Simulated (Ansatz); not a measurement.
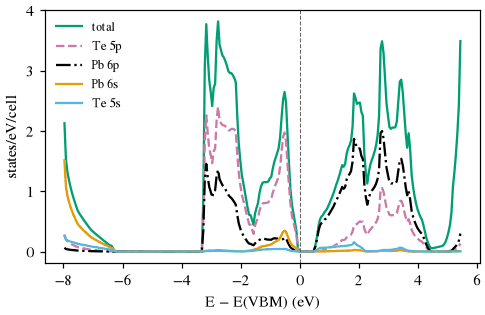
Figure: Total and projected density of states of TePb (zinc blende, F-43m), the program Ansatz at the PBEsol level (PAW)

### Question
Which orbitals carry the states next to the gap?

### Answer
Top 1 eV of the valence band: Te 5p 74 %, Pb 6s 12 %, Pb 6p 10 %. Bottom 1 eV of the conduction band: Pb 6p 78 %, Te 5p 9 %, Te 5s 8 %. Projections are on Löwdin-orthogonalised atomic valence shells; empty p or d shells of many metals are not among them.

### Question
Where is the tallest occupied peak in this window, and what makes it?

### Answer
Near -2.8 eV, about 3.8 states/eV per cell; the largest projected share is Te 5p.

The start of the workflow was typed in or built on a structure type; neither database checked (COD, Materials Project) lists it. It is not the phase usual at ambient conditions (space group No. 225). The cell was relaxed with PBEsol under the symmetry of its start. At this level the phase is mechanically unstable. Spin–orbit coupling is left out wherever it is not named.

Potentials: the earlier of the program's two PAW sets. The files were generated under PBE; for other functionals the program regenerates the frozen cores, and for LDA and PBEsol the local potential too.
